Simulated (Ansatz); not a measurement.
Where the default PAW files enter, the runs use the earlier of Ansatz's two default sets.

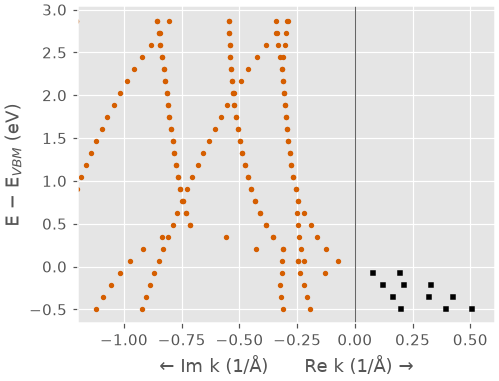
*Complex bands at the centre of the two-dimensional zone; r2SCAN (Ansatz, a first-principles code)*

No gap correction and no spin-orbit coupling; mid-gap is the computed energy nearest the middle.

Q: This is SiC (P6_3mc, wurtzite, 4 atoms a cell, 10.3 Å³ an atom) along the normal of (100). Read off the slowest decay at the centre of the two-dimensional zone at 1.33 eV, the computed energy nearest the middle of the gap.

A: κ ≈ 0.28 1/Å, a decay length 1/(2κ) of the density of 1.8 Å.
